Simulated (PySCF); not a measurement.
# One shape, several levels: CH5AlOSi (SMILES [CH2]1O[SiH2][AlH]1)

Wanted: a comparison of 6 runs (HF/STO-3G, HF/def2-SVP, B3LYP/6-31G*, PBE/def2-SVP, PBE0/def2-SVP) of CH5AlOSi. Input form: a Python script.

The results are computed with PySCF 2.14.0.

## (1) Starting point

The species is CH5AlOSi (9 atoms), meant as a singlet with charge 0. As SMILES, `[CH2]1O[SiH2][AlH]1`. The coordinates come from a PBE0-D4/def2-TZVP relaxation.

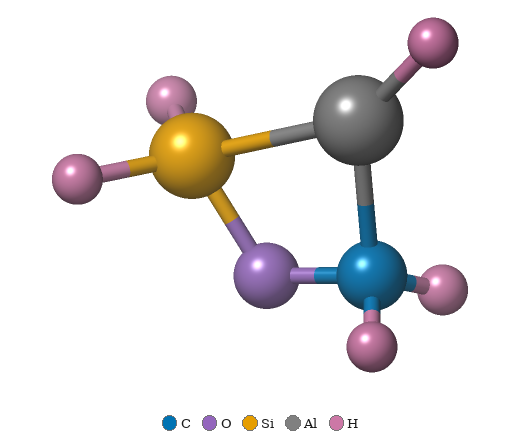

Viewed from a chosen angle; carbon blue, oxygen purple, silicon amber, aluminium grey, hydrogen pink.

## (2) Energy and forces at HF/STO-3G (run 1)

run.py reads:

```python
import pyscf.grad
from pyscf import gto

mol = gto.M(
    atom='''
C   -0.309900   1.022500  -0.653500
O    0.621100  -0.021300  -1.022900
Si   0.767800  -1.223900   0.135800
Al  -0.858800   0.279300   1.121100
H   -1.090200   1.097600  -1.420100
H    0.213300   1.986000  -0.643000
H    2.177700  -1.338300   0.615000
H    0.422400  -2.560600  -0.433300
H   -1.855100   0.712400   2.283700
''',
    spin=0,
    max_memory=1860,
    verbose=3,
    basis='sto-3g',
)

calc0 = mol.RHF()
calc0.conv_tol = 1e-10
calc0.kernel()
if not calc0.converged:
    calc0 = calc0.newton().run(calc0.mo_coeff, calc0.mo_occ)

e_final = calc0.e_tot
print('E(%s) = %.9f' % ('HF', e_final))
grad = calc0.Gradients().kernel()
calc0.analyze()
```

On the command line:

```console
$ OMP_NUM_THREADS=1 python run.py
```

What it wrote:

```text
converged SCF energy = -638.742915495986
E(HF) = -638.742915496
--------------- RHF gradients ---------------
         x                y                z
0 C     0.0044246598     0.0210703810    -0.0314935238
1 O    -0.0105229736    -0.0191075844     0.0400086039
2 Si     0.0199709342     0.0110181248    -0.0468589778
3 Al    -0.0073399487     0.0064027326     0.0048196084
4 H     0.0002173654    -0.0014572895    -0.0010819037
5 H     0.0017752591    -0.0004580360    -0.0001738199
6 H     0.0290687457    -0.0025102422     0.0119064282
7 H    -0.0082585783    -0.0285273653    -0.0104334740
8 H    -0.0293354637     0.0135692790     0.0333070589
----------------------------------------------
**** MO energy ****
MO #1   energy= -67.9199863584757  occ= 2
MO #2   energy= -57.8099639881852  occ= 2
MO #3   energy= -20.1111388045209  occ= 2
MO #4   energy= -10.9623293308183  occ= 2
MO #5   energy= -5.91242985623351  occ= 2
MO #6   energy= -4.73949903052955  occ= 2
MO #7   energy= -3.93705952569817  occ= 2
MO #8   energy= -3.93683403994908  occ= 2
MO #9   energy= -3.93611332359634  occ= 2
MO #10  energy= -2.9658013082421   occ= 2
MO #11  energy= -2.96525564214345  occ= 2
MO #12  energy= -2.96429253519558  occ= 2
MO #13  energy= -1.18619775468313  occ= 2
MO #14  energy= -0.788677414470094 occ= 2
MO #15  energy= -0.620483058201762 occ= 2
MO #16  energy= -0.511969835113513 occ= 2
MO #17  energy= -0.503648861769953 occ= 2
MO #18  energy= -0.432384828665339 occ= 2
MO #19  energy= -0.407102865344361 occ= 2
MO #20  energy= -0.404757252855119 occ= 2
MO #21  energy= -0.266276238587636 occ= 2
MO #22  energy= -0.25107944413148  occ= 2
MO #23  energy= -0.227021283521129 occ= 2
MO #24  energy= 0.290872336704464  occ= 0
MO #25  energy= 0.318441077299022  occ= 0
MO #26  energy= 0.484202366524893  occ= 0
MO #27  energy= 0.504476239117408  occ= 0
MO #28  energy= 0.572951316755888  occ= 0
MO #29  energy= 0.595383049008388  occ= 0
MO #30  energy= 0.726225016099436  occ= 0
MO #31  energy= 0.76397324703739   occ= 0
MO #32  energy= 0.799401527547924  occ= 0
MO #33  energy= 0.845844130617426  occ= 0
 ** Mulliken atomic charges  **
charge of    0C =     -0.17415
charge of    1O =     -0.36475
charge of    2Si =      0.45207
charge of    3Al =      0.64591
charge of    4H =     -0.00710
charge of    5H =     -0.00724
charge of    6H =     -0.16711
charge of    7H =     -0.16680
charge of    8H =     -0.21082
Dipole moment(X, Y, Z, Debye): -1.89419, -0.02703,  3.21964
```

Wall time 2.1 s (1 thread of Intel Xeon at 2.70GHz, shared host); peak memory 0.12 GiB.

## (3) Energy and forces at HF/def2-SVP (run 2)

job.py reads:

```python
from pyscf import gto

mol = gto.Mole()
mol.atom = [
    ('C', (-0.309900, 1.022500, -0.653500)),
    ('O', (0.621100, -0.021300, -1.022900)),
    ('Si', (0.767800, -1.223900, 0.135800)),
    ('Al', (-0.858800, 0.279300, 1.121100)),
    ('H', (-1.090200, 1.097600, -1.420100)),
    ('H', (0.213300, 1.986000, -0.643000)),
    ('H', (2.177700, -1.338300, 0.615000)),
    ('H', (0.422400, -2.560600, -0.433300)),
    ('H', (-1.855100, 0.712400, 2.283700)),
]
mol.max_memory = 1860
mol.verbose = 4
mol.spin = 0
mol.basis = 'def2-svp'
mol.build()

mf = mol.RHF()
mf.conv_tol = 1e-10
mf.kernel()
if not mf.converged:
    mf = mf.newton().run(mf.mo_coeff, mf.mo_occ)

energy = mf.e_tot
print('E(%s) = %.9f' % ('HF', energy))
grad = mf.nuc_grad_method().kernel()
dip = mf.dip_moment()
pop, q = mf.mulliken_pop()
```

On the command line:

```console
$ OMP_NUM_THREADS=1 python job.py
```

What it wrote:

```text
PySCF version 2.14.0

[... 63 lines left out ...]
converged SCF energy = -646.204761535061
[... 12 lines left out ...]
Dipole moment(X, Y, Z, Debye): -1.70140,  0.74558,  2.00835
[... 99 lines left out ...]
charge of    8H =     -0.21596
```

Wall time 6.6 s (1 thread of Intel Xeon at 2.70GHz, shared host); peak memory 0.18 GiB.

## (4) Energy and forces at B3LYP/6-31G(d) (spherical functions) (run 3)

calc.py reads:

```python
from pyscf import gto, dft

mol = gto.Mole()
mol.atom = '''
C   -0.309900   1.022500  -0.653500
O    0.621100  -0.021300  -1.022900
Si   0.767800  -1.223900   0.135800
Al  -0.858800   0.279300   1.121100
H   -1.090200   1.097600  -1.420100
H    0.213300   1.986000  -0.643000
H    2.177700  -1.338300   0.615000
H    0.422400  -2.560600  -0.433300
H   -1.855100   0.712400   2.283700
'''
mol.charge = 0
mol.spin = 0
mol.verbose = 3
mol.basis = '6-31g*'
mol.max_memory = 1860
mol.build()

ks = dft.RKS(mol)
ks.xc = 'b3lyp'
ks.grids.level = 5
ks.conv_tol = 1e-10
ks.kernel()
if not ks.converged:
    ks = ks.newton().run(ks.mo_coeff, ks.mo_occ)

etot = ks.e_tot
print('E(%s) = %.9f' % ('B3LYP', etot))
grad = ks.nuc_grad_method().kernel()
ks.analyze()
```

On the command line:

```console
$ OMP_NUM_THREADS=1 python calc.py
```

What it wrote:

```text
converged SCF energy = -648.234121096002
[... 11 lines left out ...]
MO #2   energy= -56.0429857651097  occ= 2
[... 8 lines left out ...]
MO #11  energy= -2.6910839013838   occ= 2
[... 8 lines left out ...]
MO #20  energy= -0.348078435951188 occ= 2
[... 8 lines left out ...]
MO #29  energy= 0.10420782252777   occ= 0
[... 8 lines left out ...]
MO #38  energy= 0.266570196633998  occ= 0
[... 8 lines left out ...]
MO #47  energy= 0.587271189759084  occ= 0
[... 8 lines left out ...]
MO #56  energy= 0.950850377029729  occ= 0
[... 8 lines left out ...]
MO #65  energy= 1.60088472758188   occ= 0
[... 8 lines left out ...]
MO #74  energy= 2.82023760281736   occ= 0
[... 10 lines left out ...]
Dipole moment(X, Y, Z, Debye): -1.28296,  0.61926,  1.44925
```

It took 32 s on 1 thread of Intel Xeon at 2.70GHz, shared host; peak memory 0.73 GiB.

Runs 4 to 5 aren't shown in full; the table further down has their settings and results.

## (5) Energy and gradient at PBE0/def2-SVP (run 6)

job.py reads:

```python
# [CH2]1O[SiH2][AlH]1
import pyscf.grad
from pyscf import gto, dft

molecule = gto.M(
    atom='''
C       -0.309900       1.022500      -0.653500
O        0.621100      -0.021300      -1.022900
Si       0.767800      -1.223900       0.135800
Al      -0.858800       0.279300       1.121100
H       -1.090200       1.097600      -1.420100
H        0.213300       1.986000      -0.643000
H        2.177700      -1.338300       0.615000
H        0.422400      -2.560600      -0.433300
H       -1.855100       0.712400       2.283700
''',
    charge=0,
    verbose=3,
    max_memory=1860,
    basis='def2-svp',
)

ks = dft.RKS(molecule)
ks.xc = 'pbe0'
ks.grids.level = 5
ks.conv_tol = 1e-10
ks.kernel()
if not ks.converged:
    ks = ks.newton().run(ks.mo_coeff, ks.mo_occ)

e_tot = ks.e_tot
print('E(%s) = %.9f' % ('PBE0', e_tot))
grad = ks.Gradients().kernel()
ks.analyze()
```

On the command line:

```console
$ OMP_NUM_THREADS=1 python job.py
```

What it wrote:

```text
converged SCF energy = -647.6077149794
[... 10 lines left out ...]
MO #1   energy= -66.2439155175236  occ= 2
[... 10 lines left out ...]
MO #12  energy= -2.71777719998888  occ= 2
[... 10 lines left out ...]
MO #23  energy= -0.257065156487411 occ= 2
[... 10 lines left out ...]
MO #34  energy= 0.230184897791081  occ= 0
[... 10 lines left out ...]
MO #45  energy= 0.510484245849403  occ= 0
[... 10 lines left out ...]
MO #56  energy= 0.77546227198555   occ= 0
[... 10 lines left out ...]
MO #67  energy= 1.55219806638435   occ= 0
[... 10 lines left out ...]
MO #78  energy= 2.07470635083981   occ= 0
[... 10 lines left out ...]
MO #89  energy= 3.36001851294864   occ= 0
[... 10 lines left out ...]
Dipole moment(X, Y, Z, Debye): -1.36234,  0.71464,  1.47167
```

Run time: 35 s. Hardware: 1 thread of Intel Xeon at 2.70GHz, shared host; peak memory 0.87 GiB.

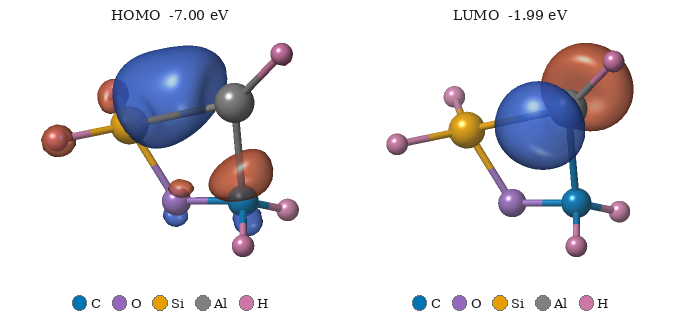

Frontier orbitals of this run, surfaces at ±0.2 Å^-3/2.

## (6) All runs side by side

```tsv
run	level	integration grid	Cartesian functions	energy (Eh)	dipole moment (D)	HOMO energy (eV)	LUMO energy (eV)	wall time
1	HF/STO-3G	–	no	-638.742915	3.74	-6.18	7.92	2.1 s
2	HF/def2-SVP	–	no	-646.204762	2.74	-9.45	0.79	6.6 s
3	B3LYP/6-31G* (spherical functions)	5	no	-648.234121	2.03	-6.69	-2.06	32 s
4	B3LYP/6-31G* (Cartesian functions)	5	yes	-648.239097	2.04	-6.69	-2.06	34 s
5	PBE/def2-SVP	5	no	-647.547507	1.83	-5.91	-2.71	33 s
6	PBE0/def2-SVP	5	no	-647.607715	2.13	-7.00	-1.99	35 s
```

## (7) Outcome

| quantity | value |
| --- | --- |
| run 6: total energy | -647.60771 Eh |
| run 6: dipole moment | 2.13 D |
| run 6: HOMO energy | -7.00 eV |
| run 6: LUMO energy | -1.99 eV |
| run 6: HOMO–LUMO gap | 5.00 eV |
| run 6: largest force on an atom | 0.652 eV/Å |

The dipole moment (its size) runs from 1.83 D (PBE/def2-SVP) to 3.74 D (HF/STO-3G). The two ends differ in method and basis. The HOMO–LUMO gap runs from 3.20 eV (PBE/def2-SVP) to 14.09 eV (HF/STO-3G). Totals of different functionals can't be ranked against each other. In run 1 the basis is minimal, so the values are rough. All runs together took 2.4 min, the longest 35 s.
